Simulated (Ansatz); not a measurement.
Input file:

```
crystal:
  periodic: [false, false, false]
  atoms:
    - {symbol: C, position_ang: [-0.678899, 1.155494, -0.442602]}
    - {symbol: S, position_ang: [-0.981253, -0.130389, 0.801592]}
    - {symbol: Sn, position_ang: [0.670733, -1.758718, 0.178994]}
    - {symbol: H, position_ang: [-0.974033, 0.820151, -1.436370]}
    - {symbol: H, position_ang: [0.366112, 1.464795, -0.450158]}
    - {symbol: H, position_ang: [-1.296840, 2.009761, -0.165405]}
    - {symbol: H, position_ang: [2.127326, -0.872502, -0.120933]}
    - {symbol: H, position_ang: [0.858954, -2.745592, 1.579082]}
basis:
  gaussian: {orbitals: def2-TZVPP}
magnetization: {spin_polarized: true, initial_magnetization: 1}
hamiltonian: {xc: pbe0, dispersion: d4}
output: {orbitals: {seedname: orbitals}}
```

Run with:

```sh
ansatz run in.yaml --threads 4 --pin off --events-out ev --progress --plain --max-ram 10444MiB
```

Geometry: PBE0-D4/def2-TZVP; core potentials replace the inner electrons of Sn.

Method: Ansatz 0.2.0, UKS PBE0-D4/def2-TZVPP.

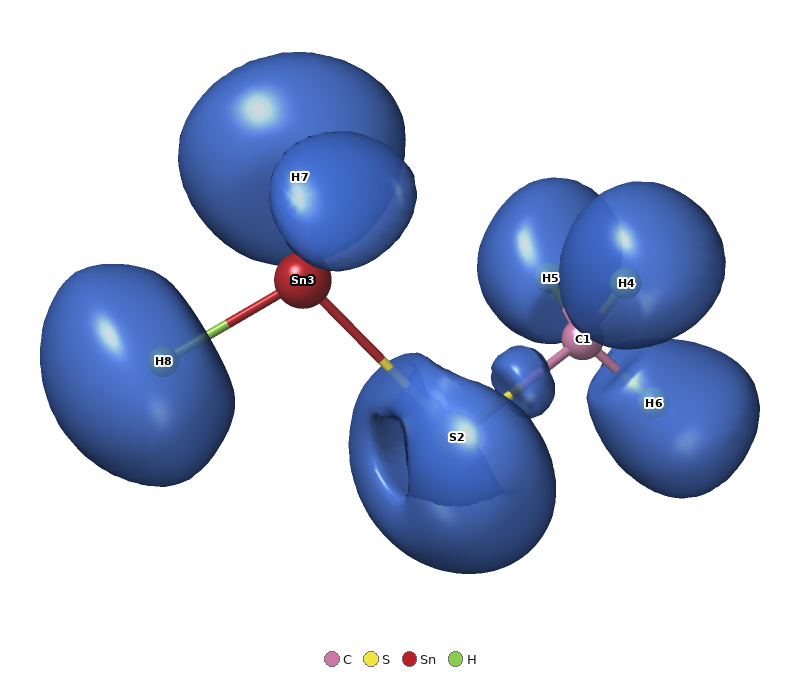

CH₅SSn (SMILES C[S][SnH2]) (doublet). Isosurface of the ELF at 0.8 (blue), seen at an oblique angle. Only the valence region is drawn (cores and ρ < 0.01 e/Å³ removed).

> What do the ELF domains correspond to?

At this value the surface marks out one region between bonded C–S atoms (shared pairs), five regions around hydrogen nuclei, one lobe on Sn, pointing away from the bonds (non-bonding electrons) and one region wrapped around S (its valence shell). Profiles from the grid: C–S (1.81 Å): the ELF peaks at about 0.90 between the atoms, as expected for a shared electron pair. Sn–S (2.40 Å): the ELF peaks at about 0.85 in the valence shell of S, 0.9 Å from its nucleus, and drops to about 0.20 between the two atoms.
